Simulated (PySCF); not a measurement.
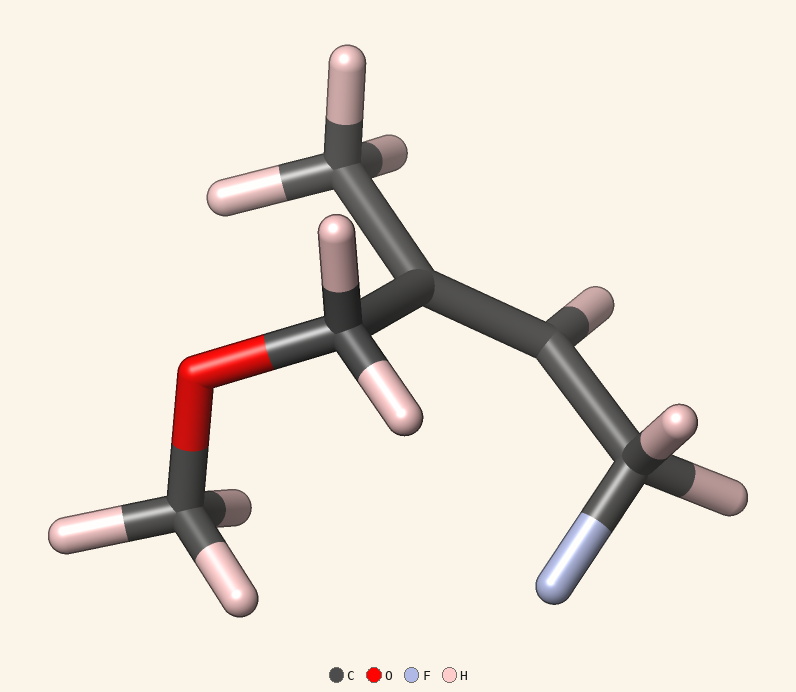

Stick drawing of a structure.

Computed geometry: GFN2-xTB optimisation. No frequency run is at hand to confirm it as a minimum.

Count the atoms of each element.

Answer. C6H11FO, 19 atoms: 6 carbon, 11 hydrogen, 1 fluorine and 1 oxygen.

Describe its rings.

Answer. It has no ring.

More results for the same structure follow; atom numbers are the same in all pictures, views and colours differ.

Electronic properties

No frequency run is at hand to confirm it as a minimum. Level of theory: PBE0/def2-SVPD, gas phase (PySCF 2.14.0). Excitations: vertical, linear response.

Predict the main results.

- dipole moment: 1.89 D
- HOMO energy (Kohn–Sham orbital): −7.47 eV
- LUMO energy (Kohn–Sham orbital): −0.40 eV
- HOMO–LUMO gap: 7.07 eV
- mean static polarisability: 79.2 bohr³
- lowest vertical singlet excitation: 5.75 eV
- its oscillator strength: 0.002
- brightest of the 6 lowest singlets: 6.53 eV
- its oscillator strength: 0.28

Quadrupole coupling

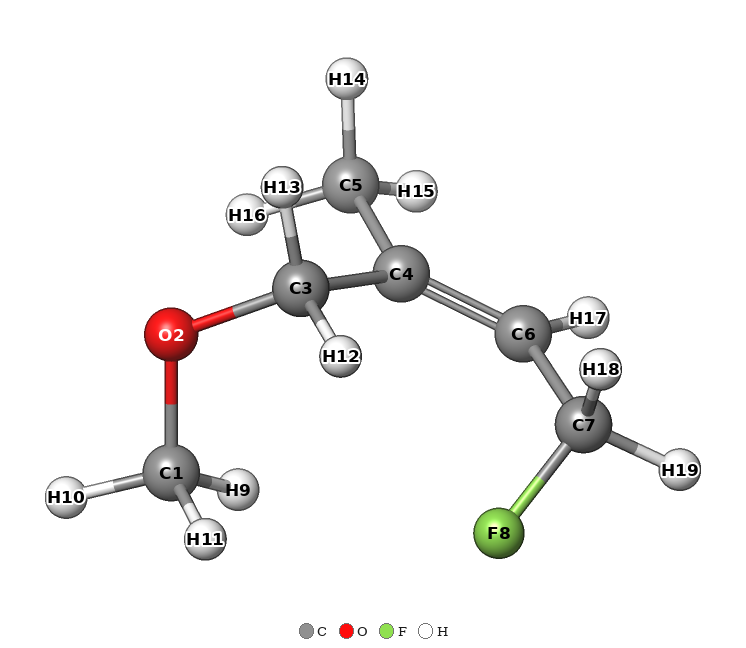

No frequency run is at hand to confirm it as a minimum. Electric field gradients from the ground-state density, PBE0/pcSseg-1 (PySCF 2.14.0), non-relativistic apart from any core potentials.

Give the largest field-gradient component, the quadrupole coupling constant and the asymmetry for 17O at O2 (Q = −25.6 mb), 2H at H9 (Q = 2.86 mb), 2H at H10 (Q = 2.86 mb).

| atom | V_zz (a.u.) | e²qQ/h (MHz) | η |
| --- | --- | --- | --- |
| O2 | 2.017 | −12.13 | 1.00 |
| H9 | 0.290 | 0.195 | 0.09 |
| H10 | 0.308 | 0.207 | 0.06 |

NMR shielding

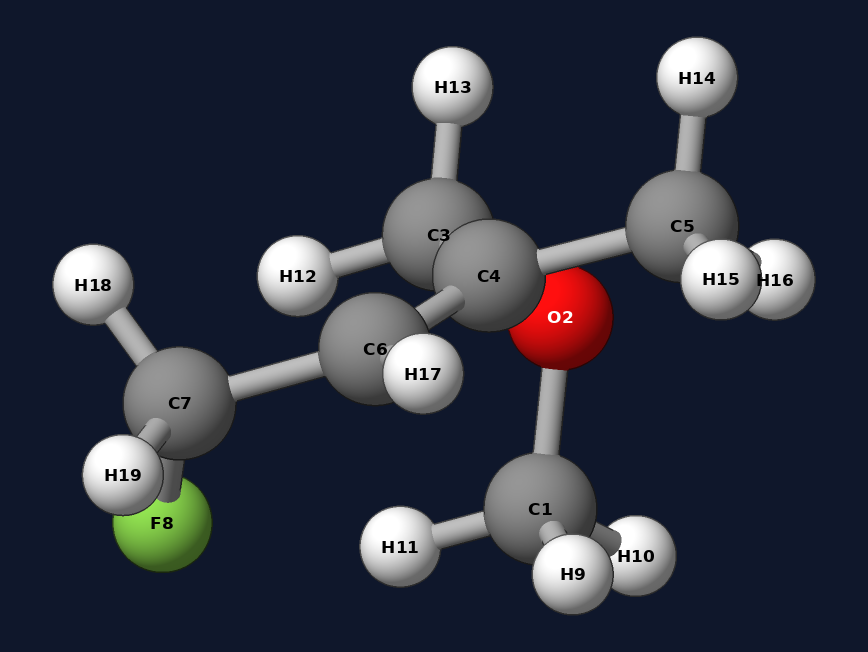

No frequency run is at hand to confirm it as a minimum. Level of theory: GIAO PBE0/pcSseg-1 NMR shielding, non-relativistic, gas phase (PySCF 2.14.0). Principal shieldings σ11 ≤ σ22 ≤ σ33, span Ω = σ33 − σ11, skew κ = 3(σiso − σ22)/Ω.

Give the shielding tensors of the O atoms.

```csv
atom,σ11,σ22,σ33,σiso,Ω,κ
O2,304.1,313.1,347.8,321.7,43.7,0.59
```

Shieldings and span in ppm.
